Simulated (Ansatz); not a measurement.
# BH₆NO₂Si: up Jacob's ladder to CCSD(T), part 2 of 2

Ansatz 0.2.0, Gaussian basis; functionals in def2-TZVPP, the program's frozen cores in correlated methods.

### 14 CAM-B3LYP-D4 (range-separated)

The input, in.yaml:

```yaml
crystal:
  periodic: [false, false, false]
  atoms:
    - {symbol: N, position_ang: [0.845560, 0.225939, 1.516523]}
    - {symbol: Si, position_ang: [-0.639332, -0.033725, 0.639000]}
    - {symbol: B, position_ang: [-0.035305, -0.064635, -1.306505]}
    - {symbol: O, position_ang: [1.196743, 0.460639, -1.536134]}
    - {symbol: O, position_ang: [-0.704181, -0.539022, -2.391811]}
    - {symbol: H, position_ang: [1.497898, -0.543054, 1.573924]}
    - {symbol: H, position_ang: [0.791287, 0.682399, 2.414746]}
    - {symbol: H, position_ang: [-1.501061, 1.142935, 0.946495]}
    - {symbol: H, position_ang: [-1.417920, -1.244059, 1.054973]}
    - {symbol: H, position_ang: [1.588989, 0.773828, -0.712004]}
    - {symbol: H, position_ang: [-1.557376, -0.918243, -2.178607]}
basis:
  gaussian: {orbitals: def2-TZVPP}
hamiltonian: {xc: {name: CAM-B3LYP}, dispersion: d4}
output: {orbitals: {seedname: orbitals}}
```

The run is started by

```console
$ ansatz run in.yaml --threads 4 --pin off --events-out ev --progress --plain --max-ram 10444MiB
```

The program printed (excerpt; [...] marks lines left out):

```text
Functional definition: CAM-B3LYP
  name "CAM-B3LYP"
  cite "Yanai, Tew & Handy, Chem. Phys. Lett. 393, 51 (2004) doi:10.1016/j.cplett.2004.06.011"
  cite "Iikura, Tsuneda, Yanai & Hirao, J. Chem. Phys. 115, 3540 (2001) doi:10.1063/1.1383587"
  cite "Becke, Phys. Rev. A 38, 3098 (1988) doi:10.1103/PhysRevA.38.3098"
  cite "Lee, Yang & Parr, Phys. Rev. B 37, 785 (1988) doi:10.1103/PhysRevB.37.785"
  cite "Vosko, Wilk & Nusair, Can. J. Phys. 58, 1200 (1980) doi:10.1139/p80-159"
[...]
  # Exact exchange under (alpha + beta erf(omega r))/r, Becke's under what is left of 1/r.
[...]
1271 factors; their error is unknown
339 factors; integrals over basis functions are off by at most 1.2e-5 eV
[...]
mean field -14240.06984398 eV, -523.3129145002 hartree, gradient 3.9e-5 eV, S^2 0.000000; 0 other end points of the search recorded, 0 dependent functions left out
reference -14240.06997641 eV, -523.3129193670 hartree; 24, 24 occupied and 226, 226 virtual orbitals, 1271 factors
Total energy: -14240.24835341 eV, -523.3194746008 hartree
```

Run time: 2.7 s. Hardware: 4 threads of Arm Neoverse V2, shared host; peak memory 0.64 GiB.

With the free atoms at this level, -14197.257 eV in sum, the atomisation energy is 991.4 kcal/mol. HOMO -8.86 eV, LUMO 0.60 eV.

### 15 LC-ωPBE (range-separated)

in.yaml: that of step 14 with these lines changed.

```diff
@@ -16,3 +16,3 @@
   gaussian: {orbitals: def2-TZVPP}
-hamiltonian: {xc: {name: CAM-B3LYP}, dispersion: d4}
+hamiltonian: {xc: {name: LC-wPBE}}
 output: {orbitals: {seedname: orbitals}}
```

Same command.

The program printed (excerpt; [...] marks lines left out):

```text
Functional definition: LC-wPBE
  name "LC-wPBE"
  cite "Vydrov & Scuseria, J. Chem. Phys. 125, 234109 (2006) doi:10.1063/1.2409292"
  cite "Heyd & Scuseria, J. Chem. Phys. 120, 7274 (2004) doi:10.1063/1.1668634"
  cite "Ernzerhof & Perdew, J. Chem. Phys. 109, 3313 (1998) doi:10.1063/1.476928"
  cite "Perdew, Burke & Ernzerhof, Phys. Rev. Lett. 77, 3865 (1996) doi:10.1103/PhysRevLett.77.3865"
  parent pbe
[...]
1268 factors; their error is unknown
431 factors; integrals over basis functions are off by at most 2.3e-5 eV
[...]
mean field -14235.94865919 eV, -523.1614637527 hartree, gradient 5.4e-5 eV, S^2 0.000000; 0 other end points of the search recorded, 0 dependent functions left out
reference -14235.94865920 eV, -523.1614637530 hartree; 24, 24 occupied and 226, 226 virtual orbitals, 1268 factors
Total energy: -14235.94865920 eV, -523.1614637530 hartree
```

It took 2 s on 4 threads of Arm Neoverse V2, shared host; peak memory 0.49 GiB.

With the free atoms at this level, -14193.444 eV in sum, the atomisation energy is 980.2 kcal/mol. HOMO -10.18 eV, LUMO 1.80 eV.

### 16 ωB97X-V (range-separated)

in.yaml: that of step 15 with these lines changed.

```diff
@@ -16,3 +16,3 @@
   gaussian: {orbitals: def2-TZVPP}
-hamiltonian: {xc: {name: LC-wPBE}}
+hamiltonian: {xc: {name: wB97X-V}}
 output: {orbitals: {seedname: orbitals}}
```

Same command.

The program printed (excerpt; [...] marks lines left out):

```text
Functional definition: wB97X-V
  name "wB97X-V"
  cite "Mardirossian & Head-Gordon, Phys. Chem. Chem. Phys. 16, 9904 (2014) doi:10.1039/C3CP54374A"
  cite "Becke, J. Chem. Phys. 107, 8554 (1997) doi:10.1063/1.475007"
  cite "Vydrov & Van Voorhis, J. Chem. Phys. 133, 244103 (2010) doi:10.1063/1.3521275"
[...]
      + integral(e_c_pw_opposite_spin*poly(b97_u_opposite, cos0, cos1)) + vv10(b, c)
1271 factors; their error is unknown
308 factors; integrals over basis functions are off by at most 1.1e-5 eV
[...]
mean field -14238.93196591 eV, -523.2710982526 hartree, gradient 4.5e-5 eV, S^2 0.000000; 0 other end points of the search recorded, 0 dependent functions left out
reference -14238.93196372 eV, -523.2710981720 hartree; 24, 24 occupied and 226, 226 virtual orbitals, 1271 factors
Total energy: -14238.93196372 eV, -523.2710981720 hartree
```

Run time: 6 s. Hardware: 4 threads of Arm Neoverse V2, shared host; peak memory 0.7 GiB.

Atomisation energy: 987.5 kcal/mol (free atoms -14196.108 eV, run apart). HOMO -9.84 eV, LUMO 1.64 eV.

### 17 ωB97M-V (range-separated)

in.yaml: that of step 16 with these lines changed.

```diff
@@ -16,3 +16,3 @@
   gaussian: {orbitals: def2-TZVPP}
-hamiltonian: {xc: {name: wB97X-V}}
-output: {orbitals: {seedname: orbitals}}
+hamiltonian: {xc: {name: wB97M-V}}
+output: {forces: true, orbitals: {seedname: orbitals}}
```

Same command.

The program printed (excerpt; [...] marks lines left out):

```text
Functional definition: wB97M-V
  name "wB97M-V"
  cite "Mardirossian & Head-Gordon, J. Chem. Phys. 144, 214110 (2016) doi:10.1063/1.4952647"
  cite "Becke, J. Chem. Phys. 107, 8554 (1997) doi:10.1063/1.475007"
  cite "Vydrov & Van Voorhis, J. Chem. Phys. 133, 244103 (2010) doi:10.1063/1.3521275"
  # Of w^i u^j: cxij and so on, Table III.
[...]
  gx(w, u) = 1 - cx + cx01*u + cx10*w
  gss(w, u) = css00 + css04*u^4 + css10*w + css20*w^2 + css43*w^4*u^3
  gos(w, u) = cos00 + cos10*w + (cos20 + cos21*u)*w^2 + (cos60 + cos61*u)*w^6
[...]
      + integral(e_c_pw_mod_opposite_spin*gos(b97_w_opposite, b97_u_opposite)) + vv10(b, c)
1271 factors; their error is unknown
308 factors; integrals over basis functions are off by at most 1.1e-5 eV
[...]
Atom 1 at    -0.639332    -0.033725     0.639000 Å, force    -0.200706     0.006707    -0.032438 eV/Å
Atom 2 at    -0.035305    -0.064635    -1.306505 Å, force    -0.069029    -0.011682     0.226595 eV/Å
Atom 3 at     1.196743     0.460639    -1.536134 Å, force     0.160271     0.089260     0.059357 eV/Å
Atom 4 at    -0.704181    -0.539022    -2.391811 Å, force    -0.137891    -0.079639    -0.107868 eV/Å
Atom 5 at     1.497898    -0.543054     1.573924 Å, force    -0.001369     0.033741     0.001223 eV/Å
Atom 6 at     0.791287     0.682399     2.414746 Å, force     0.015890    -0.020741    -0.026129 eV/Å
Atom 7 at    -1.501061     1.142935     0.946495 Å, force     0.092946    -0.126744    -0.029202 eV/Å
Atom 8 at    -1.417920    -1.244059     1.054973 Å, force     0.089334     0.129973    -0.047972 eV/Å
Atom 9 at     1.588989     0.773828    -0.712004 Å, force    -0.002996    -0.019181    -0.077408 eV/Å
Atom 10 at    -1.557376    -0.918243    -2.178607 Å, force     0.035847     0.013473    -0.023516 eV/Å
Dipole moment:    -0.096476    -0.141786     0.589670 e Å
```

Run time: 9 s. Hardware: 4 threads of Arm Neoverse V2, shared host; peak memory 0.85 GiB.

With the free atoms at this level, -14196.554 eV in sum, the atomisation energy is 988.8 kcal/mol. HOMO -9.67 eV, LUMO 1.32 eV.

### 18 B2PLYP (double hybrid)

in.yaml: that of step 17 with these lines changed.

```diff
@@ -16,3 +16,2 @@
   gaussian: {orbitals: def2-TZVPP}
-hamiltonian: {xc: {name: wB97M-V}}
-output: {forces: true, orbitals: {seedname: orbitals}}
+hamiltonian: {xc: {name: B2PLYP}}
```

The command is unchanged.

The program printed (excerpt; [...] marks lines left out):

```text
Functional definition: B2PLYP
  name "B2PLYP"
  cite "Grimme, J. Chem. Phys. 124, 034108 (2006) doi:10.1063/1.2148954"
  cite "Becke, Phys. Rev. A 38, 3098 (1988) doi:10.1103/PhysRevA.38.3098"
  cite "Lee, Yang & Parr, Phys. Rev. B 37, 785 (1988) doi:10.1103/PhysRevB.37.785"
[...]
1504 factors; integrals over basis functions are off by at most 8.7e-4 eV
[...]
mean field -14226.31147644 eV, -522.8073038189 hartree, gradient 9.6e-6 eV, S^2 0.000000; 0 other end points of the search recorded, 0 dependent functions left out
9 core orbitals not correlated: weight in the atoms' cores, before any rotation towards them, 1.000 or more for the frozen orbitals, at most 0.000 for the correlated occupied ones
reference -14226.31164677 eV, -522.8073100783 hartree; 15, 15 occupied and 226, 226 virtual orbitals, 1504 factors
second order -30.14525624 eV of doubles, -0.00000000 eV of singles
Total energy: -14234.45086595 eV, -523.1064208663 hartree
```

Wall time 4 s (4 threads of Arm Neoverse V2, shared host); peak memory 0.63 GiB.

Atomisation energy: 974.4 kcal/mol (free atoms -14192.195 eV, run apart).

### 19 PBE-QIDH (double hybrid)

in.yaml: that of step 18 with these lines changed.

```diff
@@ -16,2 +16,2 @@
   gaussian: {orbitals: def2-TZVPP}
-hamiltonian: {xc: {name: B2PLYP}}
+hamiltonian: {xc: {name: PBE-QIDH}}
```

Same command.

The program printed (excerpt; [...] marks lines left out):

```text
Functional definition: PBE-QIDH
  name "PBE-QIDH"
  cite "Brémond, Sancho-García, Pérez-Jiménez & Adamo, J. Chem. Phys. 141, 031101 (2014) doi:10.1063/1.4890314"
  cite "Perdew, Burke & Ernzerhof, Phys. Rev. Lett. 77, 3865 (1996) doi:10.1103/PhysRevLett.77.3865"
[...]
1504 factors; integrals over basis functions are off by at most 8.7e-4 eV
[...]
mean field -14219.32657184 eV, -522.5506133094 hartree, gradient 9.8e-6 eV, S^2 0.000000; 0 other end points of the search recorded, 0 dependent functions left out
9 core orbitals not correlated: weight in the atoms' cores, before any rotation towards them, 1.000 or more for the frozen orbitals, at most 0.000 for the correlated occupied ones
reference -14219.32658494 eV, -522.5506137909 hartree; 15, 15 occupied and 226, 226 virtual orbitals, 1504 factors
second order -28.02081478 eV of doubles, -0.00000000 eV of singles
Total energy: -14228.66685653 eV, -522.8938624408 hartree
```

It took 4.2 s on 4 threads of Arm Neoverse V2, shared host; peak memory 0.63 GiB.

With the free atoms at this level, -14186.540 eV in sum, the atomisation energy is 971.5 kcal/mol.

### 20 Frontier levels by functional

Dipoles come from the runs that computed forces. Levels, from each run's orbital file:

| functional | HOMO (eV) | LUMO (eV) | gap (eV) | dipole (D) |
| --- | --- | --- | --- | --- |
| LDA (SPW92) | -6.21 | -1.44 | 4.77 |  |
| PBE-D4 | -6.08 | -1.22 | 4.86 | 2.72 |
| revPBE-D4 | -6.02 | -1.12 | 4.90 |  |
| BLYP-D4 | -5.99 | -1.10 | 4.89 |  |
| r2SCAN-D4 | -6.36 | -0.94 | 5.42 | 2.82 |
| B97M-V | -6.47 | -1.10 | 5.38 |  |
| PBE0-D4 | -7.44 | -0.37 | 7.06 |  |
| B3LYP-D4 | -7.24 | -0.60 | 6.64 | 2.93 |
| r2SCANh-D4 | -6.87 | -0.63 | 6.23 |  |
| r2SCAN0-D4 | -7.62 | -0.19 | 7.43 |  |
| HSE06-D4 | -7.03 | -0.75 | 6.28 |  |
| BHLYP-D4 | -8.75 | 0.45 | 9.20 |  |
| CAM-B3LYP-D4 | -8.86 | 0.60 | 9.46 |  |
| LC-ωPBE | -10.18 | 1.80 | 11.97 |  |
| ωB97X-V | -9.84 | 1.64 | 11.48 |  |
| ωB97M-V | -9.67 | 1.32 | 10.99 | 2.95 |

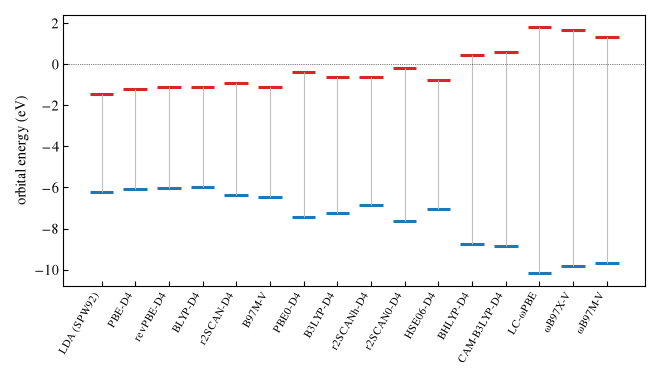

Highest occupied (blue) and lowest empty (red) level by functional.

### 21 CCSD(T) in def2-SVP

in.yaml: that of step 19 with these lines changed.

```diff
@@ -15,3 +15,3 @@
 basis:
-  gaussian: {orbitals: def2-TZVPP}
-hamiltonian: {xc: {name: PBE-QIDH}}
+  gaussian: {orbitals: def2-SVP}
+correlation: {method: ccsd_t}
```

Launched as before.

The program printed (excerpt; [...] marks lines left out):

```text
Functional definition: HF
  name "HF"
  cite "Fock, Z. Phys. 61, 126 (1930) doi:10.1007/BF01340294"
  parent pbe
[...]
1018 factors; integrals over basis functions are off by at most 1.3e-3 eV
[...]
mean field -14180.93489726 eV, -521.1397452912 hartree, gradient 6.2e-6 eV, S^2 0.000000; 0 other end points of the search recorded, 0 dependent functions left out
9 core orbitals not correlated: weight in the atoms' cores, before any rotation towards them, 1.000 or more for the frozen orbitals, at most 0.000 for the correlated occupied ones
reference -14180.93489726 eV, -521.1397452912 hartree; 15, 15 occupied and 80, 80 virtual orbitals, 1018 factors
second order -19.75703790 eV of doubles, -0.00000000 eV of singles
cycle   1  -20.32201994 eV  change   -5.6e-1 eV  update   1.0e-1
[...]
cycle   9  -20.93883942 eV  change   -8.3e-6 eV  update   1.7e-5
perturbative correction -0.52412726 eV, -0.0192613214 hartree
Total energy: -14202.39786393 eV, -521.9284947686 hartree
```

Run time: 3.8 s. Hardware: 4 threads of Arm Neoverse V2, shared host; peak memory 0.49 GiB.

### 22 CCSD(T) in def2-TZVPP

in.yaml: that of step 21 with these lines changed.

```diff
@@ -15,3 +15,4 @@
 basis:
-  gaussian: {orbitals: def2-SVP}
+  gaussian: {orbitals: def2-TZVPP}
 correlation: {method: ccsd_t}
+output: {orbitals: {seedname: orbitals}}
```

The command is unchanged.

The program printed (excerpt; [...] marks lines left out):

```text
Functional definition: HF
  name "HF"
  cite "Fock, Z. Phys. 61, 126 (1930) doi:10.1007/BF01340294"
  parent pbe
[...]
1504 factors; integrals over basis functions are off by at most 8.7e-4 eV
[...]
mean field -14191.55157473 eV, -521.5299009921 hartree, gradient 2.8e-6 eV, S^2 0.000000; 0 other end points of the search recorded, 0 dependent functions left out
9 core orbitals not correlated: weight in the atoms' cores, before any rotation towards them, 1.000 or more for the frozen orbitals, at most 0.000 for the correlated occupied ones
reference -14191.55157473 eV, -521.5299009921 hartree; 15, 15 occupied and 226, 226 virtual orbitals, 1504 factors
second order -24.97951779 eV of doubles, -0.00000000 eV of singles
cycle   1  -25.20301792 eV  change   -2.2e-1 eV  update   1.1e-1
[...]
cycle   9  -25.89532433 eV  change   -1.3e-5 eV  update   2.1e-5
perturbative correction -0.96228437 eV, -0.0353632984 hartree
Total energy: -14218.40918343 eV, -522.5168999072 hartree
```

It took 2.1 min on 4 threads of Arm Neoverse V2, shared host; peak memory 5.5 GiB.

### 23 MP2 in def2-QZVPP

in.yaml: that of step 22 with these lines changed.

```diff
@@ -15,4 +15,3 @@
 basis:
-  gaussian: {orbitals: def2-TZVPP}
-correlation: {method: ccsd_t}
-output: {orbitals: {seedname: orbitals}}
+  gaussian: {orbitals: "def2-QZVPP.json"}
+correlation: {method: mp2}
```

Same command.

The program printed:

```text
Functional definition: HF
  name "HF"
  cite "Fock, Z. Phys. 61, 126 (1930) doi:10.1007/BF01340294"
  parent pbe
  exchange = exact_x
  correlation = 0
2882 factors; integrals over basis functions are off by at most 1.1e-3 eV
mean field evaluation 1: about -14185.7104 eV, gradient 5.7e1 eV
mean field evaluation 2: about -14185.8208 eV, gradient 5.7e1 eV
mean field evaluation 4: about -14192.0355 eV, gradient 3.9e0 eV
mean field evaluation 8: about -14192.1055 eV, gradient 3.0e-1 eV
mean field -14192.10584181 eV, -521.5502699316 hartree, gradient 8.7e-7 eV, S^2 0.000000; 0 other end points of the search recorded, 0 dependent functions left out
9 core orbitals not correlated: weight in the atoms' cores, before any rotation towards them, 1.000 or more for the frozen orbitals, at most 0.000 for the correlated occupied ones
reference -14192.10584181 eV, -521.5502699316 hartree; 15, 15 occupied and 454, 454 virtual orbitals, 2882 factors
second order -26.90483246 eV of doubles, -0.00000000 eV of singles
Total energy: -14219.01067426 eV, -522.5390042876 hartree
```

Wall time 17 s (4 threads of Arm Neoverse V2, shared host); peak memory 2.9 GiB.

Energy pieces by basis (eV):

| basis | HF | MP2 correlation | CCSD correlation | (T) | total |
| --- | --- | --- | --- | --- | --- |
| def2-SVP | -14180.9349 | -19.7570 | -20.9388 | -0.5241 | -14202.3979 |
| def2-TZVPP | -14191.5516 | -24.9795 | -25.8953 | -0.9623 | -14218.4092 |
| def2-QZVPP | -14192.1058 | -26.9048 |  |  | -14219.0107 (MP2) |

The report of the def2-TZVPP run gives T1 = 0.0130.

### 24 The basis-set limit

This step is arithmetic on the last runs, with X = 3 and 4: exp(−7.88√X) for Hartree-Fock, X^−2.97 for correlation; only MP2 was run in the larger set, so CCSD(T) minus MP2 is added from the smaller one.

| level | energy at the limit (eV) |
| --- | --- |
| HF | -14192.1822 |
| MP2 | -14220.5132 |
| CCSD | -14221.4290 |
| CCSD(T) | -14222.3913 |

### 25 RPA on PBE orbitals

in.yaml: that of step 23 with these lines changed.

```diff
@@ -15,3 +15,4 @@
 basis:
-  gaussian: {orbitals: "def2-QZVPP.json"}
-correlation: {method: mp2}
+  gaussian: {orbitals: def2-TZVPP}
+hamiltonian: {xc: pbe}
+correlation: {method: rpa}
```

Launched as before.

The program printed (excerpt; [...] marks lines left out):

```text
Functional definition: PBE
  name "PBE"
  cite "Perdew, Burke & Ernzerhof, Phys. Rev. Lett. 77, 3865 (1996) doi:10.1103/PhysRevLett.77.3865"
  parent pbe
[...]
1504 factors; integrals over basis functions are off by at most 8.7e-4 eV
[...]
mean field -14230.73057464 eV, -522.9697026822 hartree, gradient 3.3e-6 eV, S^2 0.000000; 1 other end points of the search recorded, 0 dependent functions left out
9 core orbitals not correlated: weight in the atoms' cores, before any rotation towards them, 1.000 or more for the frozen orbitals, at most 0.000 for the correlated occupied ones
reference -14189.89207120 eV, -521.4689153622 hartree; 15, 15 occupied and 226, 226 virtual orbitals, 1504 factors
Total energy: -14230.13955419 eV, -522.9479830814 hartree
```

It took 4.9 s on 4 threads of Arm Neoverse V2, shared host; peak memory 0.65 GiB.

RPA correlation: -40.247 eV. No RPA run of the hydrogen atom was made, so RPA has no atomisation energy below.

### 26 The ladder

Atomisation energy = energies of 1 N, 1 Si, 1 B, 2 O, 6 H (separate runs, same level) minus the molecule's; electronic only, no spin-orbit term.

| method | rung | atoms, summed (eV) | atomisation energy (kcal/mol) | from CCSD(T)/CBS (kcal/mol) | time |
| --- | --- | --- | --- | --- | --- |
| LDA (SPW92) | LDA | -14111.869 | 1130.7 | +145.7 | 1 s |
| PBE-D4 | GGA | -14187.531 | 1001.0 | +16.0 | 2.1 s |
| revPBE-D4 | GGA | -14196.809 | 974.0 | -11.0 | 1.6 s |
| BLYP-D4 | GGA | -14198.191 | 986.6 | +1.6 | 1.7 s |
| r2SCAN-D4 | meta-GGA | -14195.522 | 985.2 | +0.2 | 3.6 s |
| B97M-V | meta-GGA | -14196.257 | 985.2 | +0.2 | 6.5 s |
| PBE0-D4 | hybrid | -14189.513 | 978.9 | -6.1 | 2.3 s |
| B3LYP-D4 | hybrid | -14200.682 | 984.8 | -0.2 | 3.4 s |
| r2SCANh-D4 | hybrid | -14195.476 | 977.4 | -7.6 | 3.7 s |
| r2SCAN0-D4 | hybrid | -14195.420 | 966.0 | -19.0 | 3.7 s |
| HSE06-D4 | hybrid | -14188.974 | 979.7 | -5.3 | 2.5 s |
| BHLYP-D4 | hybrid | -14198.007 | 951.9 | -33.1 | 2.4 s |
| CAM-B3LYP-D4 | range-separated | -14197.257 | 991.4 | +6.4 | 2.7 s |
| LC-ωPBE | range-separated | -14193.444 | 980.2 | -4.8 | 2 s |
| ωB97X-V | range-separated | -14196.108 | 987.5 | +2.5 | 6 s |
| ωB97M-V | range-separated | -14196.554 | 988.8 | +3.8 | 9 s |
| B2PLYP | double hybrid | -14192.195 | 974.4 | -10.6 | 4 s |
| PBE-QIDH | double hybrid | -14186.540 | 971.5 | -13.5 | 4.2 s |
| HF/def2-TZVPP | wavefunction | -14161.242 | 699.0 | -286.0 |  |
| MP2/def2-TZVPP | wavefunction | -14174.242 | 975.2 | -9.8 |  |
| CCSD/def2-TZVPP | wavefunction | -14176.646 | 940.9 | -44.1 |  |
| CCSD(T)/def2-SVP | wavefunction | -14162.607 | 917.6 | -67.4 | 3.8 s |
| CCSD(T)/def2-TZVPP | wavefunction | -14176.966 | 955.7 | -29.3 | 2.1 min |
| MP2/CBS | wavefunction | -14176.953 | 1004.5 | +19.5 |  |
| CCSD(T)/CBS | wavefunction | -14179.678 | 985.0 | 0 | 2.3 min |

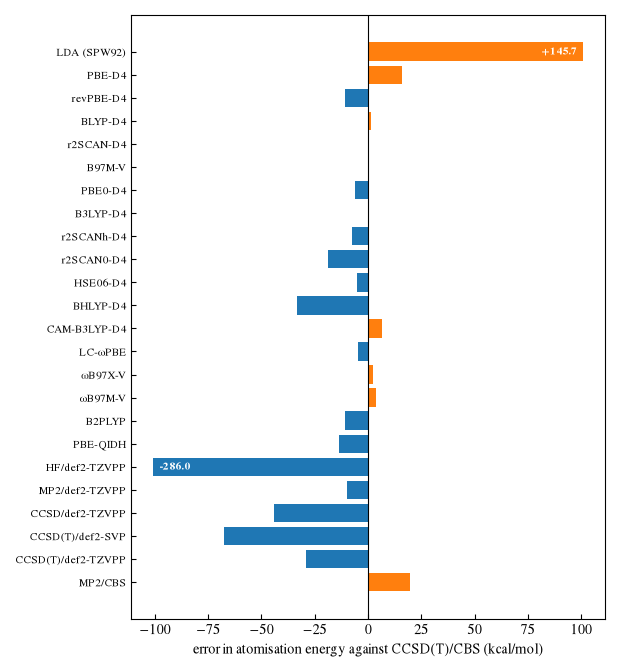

Error of each method against CCSD(T)/CBS. Bars with a number in them are cut short.

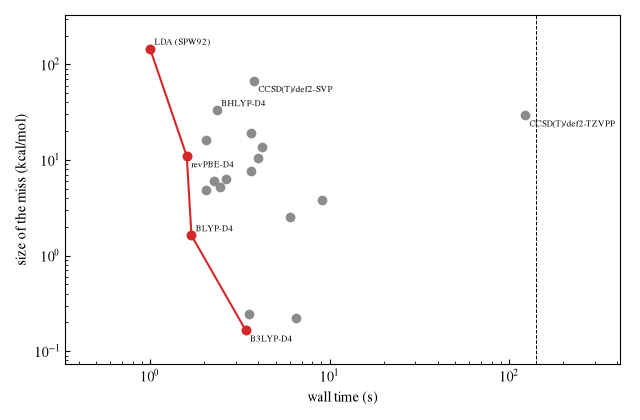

Miss against cost. Red marks the levels that no quicker level drawn beats (of those quicker than the yardstick), and the dashed line is the time of CCSD(T)/CBS. Only those levels and the largest misses are named. Times are from a shared host.

LDA (SPW92), LC-ωPBE, B2PLYP, PBE-QIDH carry no dispersion term (for B3LYP, D4 adds 7.8 kcal/mol).

Times are those of the molecule's run; HF, MP2 and CCSD come out of the CCSD(T) runs, and the limit's time is the sum of the runs that it needs.

### 27 Outcome

This closing draws on all 2 parts.

| quantity | value |
| --- | --- |
| atomisation energy, CCSD(T)/CBS | 985.0 kcal/mol |
| functionals within 4.9 kcal/mol (0.5 %) | BLYP-D4, r2SCAN-D4, B97M-V, B3LYP-D4, LC-ωPBE, ωB97X-V, ωB97M-V |
| farthest beyond LDA | BHLYP-D4 (-33.1 kcal/mol) |
| mean size of error, GGA | 9.5 kcal/mol |
| mean size of error, meta-GGA | 0.2 kcal/mol |
| mean size of error, hybrid | 11.9 kcal/mol |
| mean size of error, range-separated | 4.4 kcal/mol |
| mean size of error, double hybrid | 12.1 kcal/mol |
| gap, smallest and largest | 4.77 eV (LDA (SPW92)), 11.97 eV (LC-ωPBE) |
| T1 diagnostic | 0.0130 |
| triples share of the correlation energy | 3.6 % |

What this shows: LDA overbinds by 145.7 kcal/mol (15 %). PBE-D4 misses by +16.0 kcal/mol. Double hybrids carry the basis error of their MP2 part in triple zeta, and no dispersion term here, so their miss is partly the set-up's. The rungs meta-GGA, range-separated miss on average by less than the doubt on the reference (4.9 kcal/mol), so they tie. The reference freezes the cores and leaves out relativity and excitations past (T), so misses under about 4.9 kcal/mol can't be ranked. Hartree-Fock recovers 71 % of the binding; the rest is correlation. CCSD(T) in def2-SVP is off by -67.4 kcal/mol, which most functionals beat. Orbital gaps span 4.8 to 12.0 eV; exact exchange widens them.

For cost: B3LYP-D4 gets within 0.2 kcal/mol in 3.4 s, where CCSD(T)/CBS took 2.3 min; the quickest level in the cost chart, LDA (SPW92), takes 1 s and misses by 145.7 kcal/mol.
